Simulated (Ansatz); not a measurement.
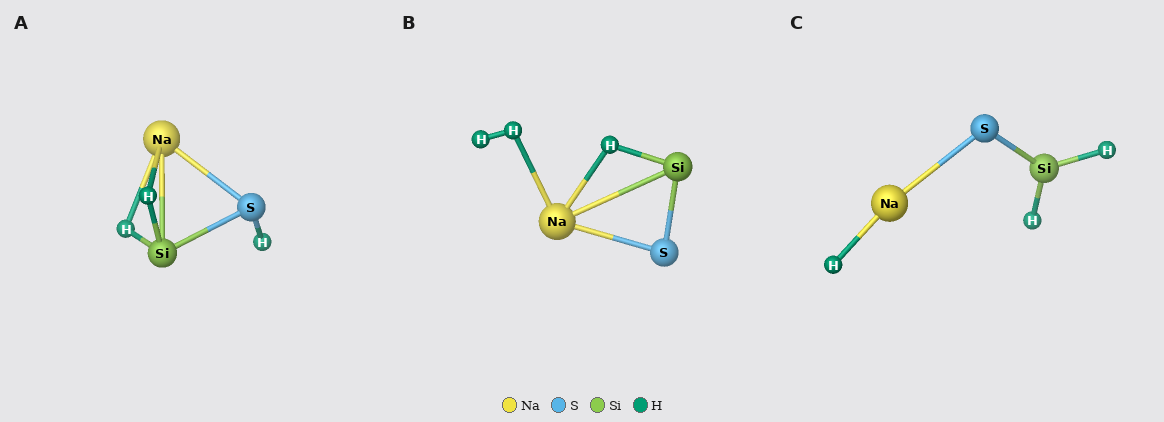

3 stationary structures of one formula. Geometries: PBE-D4/def2-SVP. Electronic energies: PBE-D4/def2-SVP (Ansatz 0.2.0), without zero-point energy. No frequency run is at hand to confirm each as a minimum.

> Which is lowest in energy, and by how much?

A is lowest (C1); B lies 11.2 kcal/mol above it, C lies 36.0 kcal/mol above it (C1).
